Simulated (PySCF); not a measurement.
C₅H₇FOSi

The calculation's input:

```
{"job": {"kind": "uv", "xc": "B3LYP", "basis": "def2-SVPD", "nstates": 8, "ntriplets": 3}, "charge": 0, "multiplicity": 1}
C      2.841275    -1.122463     0.114104
C      1.943937    -0.274960    -0.375946
C      0.761010     0.140509     0.407563
O      0.603448    -0.204335     1.565533
Si    -0.571188     1.238117    -0.440255
F     -0.163279     1.363604    -2.007230
C     -2.236496     0.380013    -0.342569
C     -2.621723    -0.388012     0.667749
H      3.705236    -1.443172    -0.443190
H      2.718691    -1.520124     1.109486
H      2.029126     0.138309    -1.369899
H     -0.528883     2.604934     0.058164
H     -2.919698     0.535619    -1.170770
H     -3.589706    -0.864528     0.694595
H     -1.976165    -0.575520     1.510753
```

Run with:

```sh
OMP_NUM_THREADS=1 python probes_run.py task.json out
```

Geometry: GFN2-xTB.

Theory: PySCF 2.14.0, B3LYP/def2-SVPD, SCF density, gas phase.

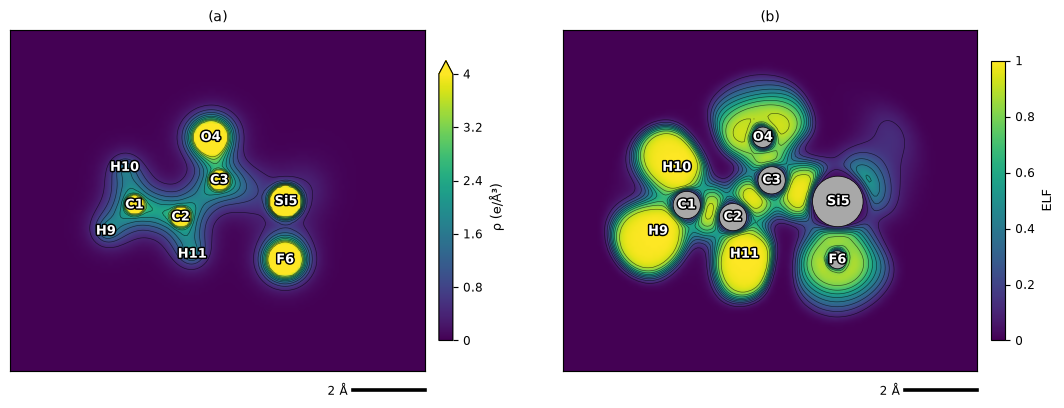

Figure 1. (a) total electron density; (b) electron localisation function on the plane of atoms C2, C3 and Si5. Grey discs cover the atomic cores in the ELF map.

Question: Read the bonding off the picture.

Answer: The plane passes through C, O, Si, F and H nuclei. C–O (1.22 Å): ρ at the midpoint is about 3.3 e/Å³; the ELF peaks at about 0.90 between the atoms; a short, multiple covalent bond. C–C (1.33 Å): ρ at the midpoint is about 2.3 e/Å³; the ELF peaks at about 0.95 between the atoms (a short, multiple covalent bond). Si–F (1.62 Å): ρ at the midpoint is about 1 e/Å³; the ELF peaks at about 0.85 in the valence shell of F, 0.6 Å from its nucleus, and is about 0.50 at the midpoint. C–H (1.08 Å): ρ at the midpoint is about 2 e/Å³; the ELF climbs to about 1 towards the hydrogen, as it does in any bond to H; an ordinary covalent bond to hydrogen. C–C (1.48 Å): the density is about 1.8 e/Å³ at the midpoint; the ELF peaks at about 0.95 between the atoms: a covalent bond. The ELF also peaks beside F6 and O4, away from the bonds: lone-pair regions.

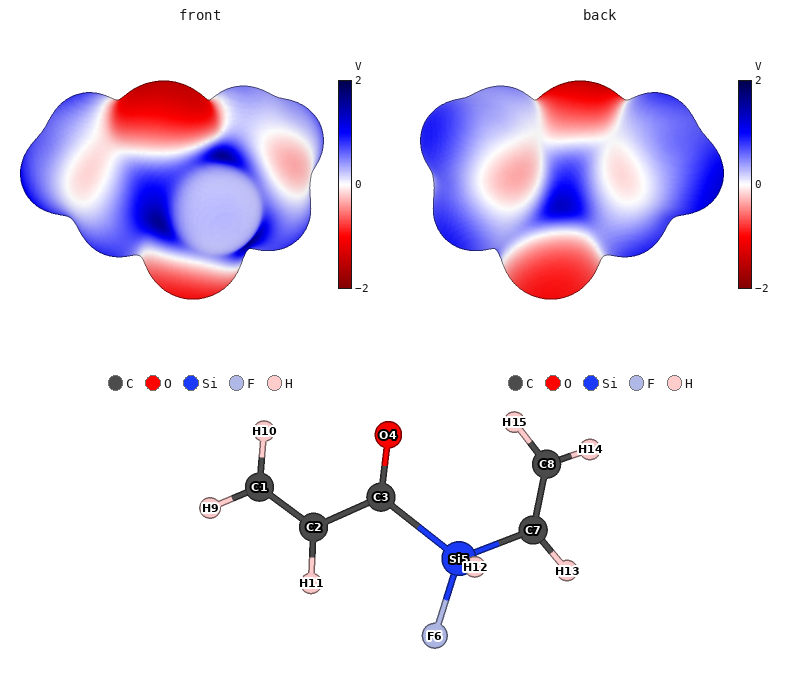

Figure 2. The molecular electrostatic potential painted on the density surface at 0.002 e/bohr³, seen from the front and from behind; the colour scale runs from red (negative) to blue (positive). The bare structure is drawn below in the same view.

Question: Describe the electrostatic potential map.

Answer: The most negative region (about −1.4 V) lies over O4, the most positive (about +1.5 V) over Si5. O4 is the likeliest acceptor of a hydrogen bond.

Question: What dipole moment does the calculation give?

Answer: Its dipole moment is 0.80 D.
